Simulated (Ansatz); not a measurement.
## Run report: BSiH5O, geometry relaxation (part 1 of 2)

System: BSiH5O.
Method: RKS PBE0-D4/def2-TZVP (Ansatz 0.2.0).

Figures and captions count atoms from 1; the log counts them from 0 in places.

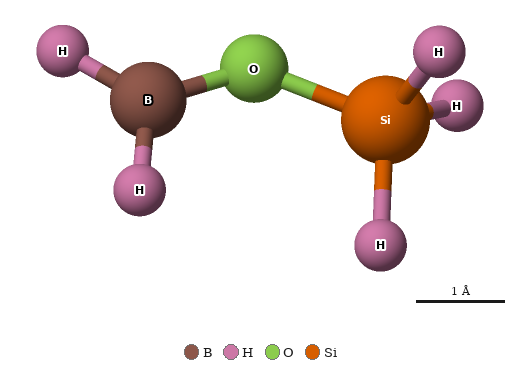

Figure 1. The starting structure (ball-and-stick view, seen at a tilt).

**Summary**

```tsv
quantity	value
outcome	converged
total energy	−10678.7452 eV
mean-field energy	−10678.6488 eV
dispersion energy	−0.0964 eV
SCF solution under orbital rotations	stable
largest force (length of the vector) at the end	0.005 eV/Å
dipole moment	0.99 D
hardware	3 CPU threads, shared host
wall time	20 s (CPU time 48 s)
peak memory	0.54 GiB
```

**Input file**
```yaml
crystal:
  periodic: [false, false, false]
  atoms:
    - {symbol: B, position_ang: [-0.916481, 0.872238, 0.531158]}
    - {symbol: H, position_ang: [-1.331881, 1.185612, 1.612729]}
    - {symbol: H, position_ang: [-1.646922, 0.864646, -0.427161]}
    - {symbol: O, position_ang: [0.442807, 0.858295, 0.351088]}
    - {symbol: Si, position_ang: [1.323252, 0.520398, -0.995242]}
    - {symbol: H, position_ang: [1.624873, -0.937855, -1.029361]}
    - {symbol: H, position_ang: [0.577675, 0.885196, -2.228479]}
    - {symbol: H, position_ang: [2.594996, 1.277220, -0.918508]}
basis:
  gaussian: {orbitals: def2-TZVP}
hamiltonian: {xc: pbe0, dispersion: d4}
relax: {f_tol: 0.005, max_steps: 200}
```

Launch command:
```bash
ansatz run in.yaml --threads 3 --pin off --events-out ev --progress --plain --max-ram 6092MiB
```

**The program's output**
```
Functional definition: PBE0
  name "PBE0"
  cite "Adamo & Barone, J. Chem. Phys. 110, 6158 (1999) doi:10.1063/1.478522"
  cite "Perdew, Burke & Ernzerhof, Phys. Rev. Lett. 77, 3865 (1996) doi:10.1103/PhysRevLett.77.3865"
  parent pbe
  parameter a = 0.25
  parameter kappa = 0.804
  parameter beta = 0.06672455060314922
  exchange = (1 - a)*pbe_x(kappa = kappa, mu = beta*pi^2/3) + a*exact_x
  correlation = pbe_c(beta = beta)
808 factors; their error is unknown
mean field evaluation 1: about -10674.8526 eV, gradient 4.7e1 eV
mean field evaluation 2: about -10667.0150 eV, gradient 8.0e1 eV
mean field evaluation 4: about -10678.5138 eV, gradient 1.9e0 eV
mean field evaluation 8: about -10678.5224 eV, gradient 5.8e-2 eV
mean field evaluation 16: about -10678.5577 eV, gradient 3.5e-5 eV
mean field -10678.55765141 eV, -392.4297555031 hartree, gradient 3.5e-5 eV, S^2 0.000000; 0 other end points of the search recorded, 0 dependent functions left out
the calculation of the forces begins
reference -10678.55768500 eV, -392.4297567374 hartree; 16, 16 occupied and 113, 113 virtual orbitals, 808 factors
relax step   1: F+E_penalty+E_count = -10678.65422300 eV  Δ(F+E_penalty+E_count) = +0.000e0 eV  max|allowed force component| = 1.249e0 eV/Å  Δτ_max = 0.0000 Å  (25 SCF iters, accepted)
these checks for a lower state are left out or cut short: starts, cluster_reference, orbital_swaps, neighbouring_geometries, increment
808 factors; their error is unknown
mean field -10678.47655695 eV, -392.4267753365 hartree, gradient 1.0e-5 eV, S^2 0.000000; 0 other end points of the search recorded, 0 dependent functions left out
the calculation of the forces begins
reference -10678.47659062 eV, -392.4267765741 hartree; 16, 16 occupied and 113, 113 virtual orbitals, 808 factors
relax step   2: F+E_penalty+E_count = -10678.57316118 eV  Δ(F+E_penalty+E_count) = +8.106e-2 eV  max|allowed force component| = 1.919e0 eV/Å  Δτ_max = 0.1954 Å  (29 SCF iters, rejected (line search))
these checks for a lower state are left out or cut short: starts, cluster_reference, orbital_swaps, neighbouring_geometries, increment
808 factors; their error is unknown
mean field -10678.62259017 eV, -392.4321419584 hartree, gradient 1.5e-5 eV, S^2 0.000000; 0 other end points of the search recorded, 0 dependent functions left out
the calculation of the forces begins
reference -10678.62262365 eV, -392.4321431889 hartree; 16, 16 occupied and 113, 113 virtual orbitals, 808 factors
relax step   3: F+E_penalty+E_count = -10678.71920543 eV  Δ(F+E_penalty+E_count) = -6.498e-2 eV  max|allowed force component| = 1.195e0 eV/Å  Δτ_max = 0.0977 Å  (29 SCF iters, accepted)
these checks for a lower state are left out or cut short: starts, cluster_reference, orbital_swaps, neighbouring_geometries, increment
808 factors; their error is unknown
mean field evaluation 32: about -10678.6093 eV, gradient 1.3e-1 eV
mean field -10678.64397271 eV, -392.4329277524 hartree, gradient 1.4e-5 eV, S^2 0.000000; 0 other end points of the search recorded, 0 dependent functions left out
the calculation of the forces begins
reference -10678.64400632 eV, -392.4329289872 hartree; 16, 16 occupied and 113, 113 virtual orbitals, 808 factors
relax step   4: F+E_penalty+E_count = -10678.74033866 eV  Δ(F+E_penalty+E_count) = -2.113e-2 eV  max|allowed force component| = 5.761e-2 eV/Å  Δτ_max = 0.0999 Å  (29 SCF iters, accepted)
these checks for a lower state are left out or cut short: starts, cluster_reference, orbital_swaps, neighbouring_geometries, increment
808 factors; their error is unknown
mean field -10678.64649375 eV, -392.4330203989 hartree, gradient 1.2e-5 eV, S^2 0.000000; 0 other end points of the search recorded, 0 dependent functions left out
the calculation of the forces begins
reference -10678.64652723 eV, -392.4330216293 hartree; 16, 16 occupied and 113, 113 virtual orbitals, 808 factors
relax step   5: F+E_penalty+E_count = -10678.74305156 eV  Δ(F+E_penalty+E_count) = -2.713e-3 eV  max|allowed force component| = 4.084e-2 eV/Å  Δτ_max = 0.1084 Å  (29 SCF iters, accepted)
these checks for a lower state are left out or cut short: starts, cluster_reference, orbital_swaps, neighbouring_geometries, increment
808 factors; their error is unknown
mean field -10678.64803578 eV, -392.4330770675 hartree, gradient 1.2e-5 eV, S^2 0.000000; 0 other end points of the search recorded, 0 dependent functions left out
the calculation of the forces begins
reference -10678.64806925 eV, -392.4330782975 hartree; 16, 16 occupied and 113, 113 virtual orbitals, 808 factors
relax step   6: F+E_penalty+E_count = -10678.74446848 eV  Δ(F+E_penalty+E_count) = -1.417e-3 eV  max|allowed force component| = 5.692e-3 eV/Å  Δτ_max = 0.0608 Å  (28 SCF iters, accepted)
these checks for a lower state are left out or cut short: starts, cluster_reference, orbital_swaps, neighbouring_geometries, increment
808 factors; their error is unknown
mean field -10678.64840999 eV, -392.4330908193 hartree, gradient 1.2e-5 eV, S^2 0.000000; 0 other end points of the search recorded, 0 dependent functions left out
the calculation of the forces begins
reference -10678.64844343 eV, -392.4330920482 hartree; 16, 16 occupied and 113, 113 virtual orbitals, 808 factors
relax step   7: F+E_penalty+E_count = -10678.74475624 eV  Δ(F+E_penalty+E_count) = -2.878e-4 eV  max|allowed force component| = 6.743e-2 eV/Å  Δτ_max = 0.0778 Å  (29 SCF iters, accepted)
these checks for a lower state are left out or cut short: starts, cluster_reference, orbital_swaps, neighbouring_geometries, increment
808 factors; their error is unknown
mean field evaluation 64: about -10678.6486 eV, gradient 1.2e-5 eV
mean field -10678.64856810 eV, -392.4330966297 hartree, gradient 1.2e-5 eV, S^2 0.000000; 0 other end points of the search recorded, 0 dependent functions left out
the calculation of the forces begins
reference -10678.64860154 eV, -392.4330978585 hartree; 16, 16 occupied and 113, 113 virtual orbitals, 808 factors
relax step   8: F+E_penalty+E_count = -10678.74494705 eV  Δ(F+E_penalty+E_count) = -1.908e-4 eV  max|allowed force component| = 3.481e-2 eV/Å  Δτ_max = 0.0135 Å  (30 SCF iters, accepted)
these checks for a lower state are left out or cut short: starts, cluster_reference, orbital_swaps, neighbouring_geometries, increment
808 factors; their error is unknown
mean field -10678.64869403 eV, -392.4331012575 hartree, gradient 1.2e-5 eV, S^2 0.000000; 0 other end points of the search recorded, 0 dependent functions left out
the calculation of the forces begins
reference -10678.64872744 eV, -392.4331024854 hartree; 16, 16 occupied and 113, 113 virtual orbitals, 808 factors
relax step   9: F+E_penalty+E_count = -10678.74508967 eV  Δ(F+E_penalty+E_count) = -1.426e-4 eV  max|allowed force component| = 1.595e-3 eV/Å  Δτ_max = 0.0138 Å  (29 SCF iters, accepted)
these checks for a lower state are left out or cut short: starts, cluster_reference, orbital_swaps, neighbouring_geometries, increment
808 factors; their error is unknown
mean field -10678.64868401 eV, -392.4331008892 hartree, gradient 1.2e-5 eV, S^2 0.000000; 0 other end points of the search recorded, 0 dependent functions left out
the calculation of the forces begins
reference -10678.64871740 eV, -392.4331021165 hartree; 16, 16 occupied and 113, 113 virtual orbitals, 808 factors
relax step  10: F+E_penalty+E_count = -10678.74508297 eV  Δ(F+E_penalty+E_count) = +6.700e-6 eV  max|allowed force component| = 2.959e-2 eV/Å  Δτ_max = 0.0254 Å  (29 SCF iters, rejected (line search))
these checks for a lower state are left out or cut short: starts, cluster_reference, orbital_swaps, neighbouring_geometries, increment
808 factors; their error is unknown
mean field -10678.64869960 eV, -392.4331014623 hartree, gradient 1.2e-5 eV, S^2 0.000000; 0 other end points of the search recorded, 0 dependent functions left out
the calculation of the forces begins
reference -10678.64873301 eV, -392.4331026899 hartree; 16, 16 occupied and 113, 113 virtual orbitals, 808 factors
relax step  11: F+E_penalty+E_count = -10678.74509638 eV  Δ(F+E_penalty+E_count) = -6.709e-6 eV  max|allowed force component| = 2.142e-2 eV/Å  Δτ_max = 0.0124 Å  (29 SCF iters, accepted)
these checks for a lower state are left out or cut short: starts, cluster_reference, orbital_swaps, neighbouring_geometries, increment
808 factors; their error is unknown
mean field -10678.64872906 eV, -392.4331025449 hartree, gradient 1.2e-5 eV, S^2 0.000000; 0 other end points of the search recorded, 0 dependent functions left out
the calculation of the forces begins
reference -10678.64876246 eV, -392.4331037723 hartree; 16, 16 occupied and 113, 113 virtual orbitals, 808 factors
relax step  12: F+E_penalty+E_count = -10678.74512506 eV  Δ(F+E_penalty+E_count) = -2.868e-5 eV  max|allowed force component| = 4.794e-3 eV/Å  Δτ_max = 0.0109 Å  (30 SCF iters, accepted)
808 factors; their error is unknown
mean field evaluation 96: about -10674.8817 eV, gradient 4.7e1 eV
```

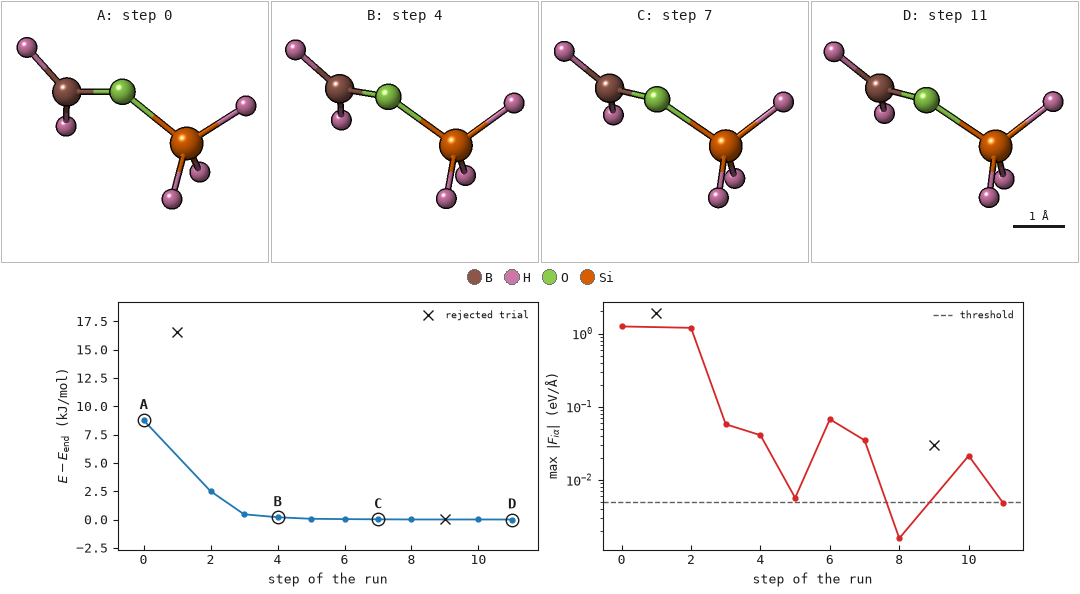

Figure 2. Frames of the relaxation (ball-and-stick view, seen at a tilt) above the curves, on which the letters mark them (the first geometry is step 0 here and step 1 in the log).

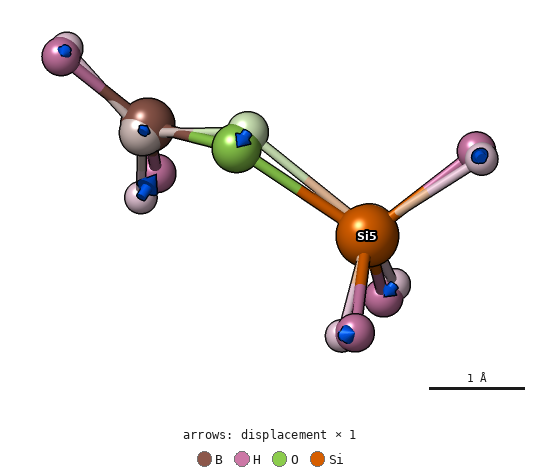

Figure 3. Start (faint) and end (solid) with the displacements as blue arrows, at true length (ball-and-stick view, seen at a tilt). The two geometries are laid on each other by the best rigid fit. The atom that moves furthest after the best rigid fit is H3 (0.34 Å). Largest moves by element: H 0.34 Å, O 0.22 Å, B 0.11 Å, Si 0.07 Å. Among the contacts that change: B1–O4 1.371 → 1.346 Å, O4–Si5 1.644 → 1.658 Å, Si5–H6 1.490 → 1.482 Å. Among the angles that change: B1–O4–Si5 129.8° → 132.3°. Over 11 geometry steps the energy falls by 8.77 kJ/mol. Largest force component: 1.2 eV/Å at the start, 0.0048 eV/Å at the end. The line search rejected the trial steps at points 1, 9 (counted from 0) and went back. (Atoms are counted from 1 in the order of the input.)
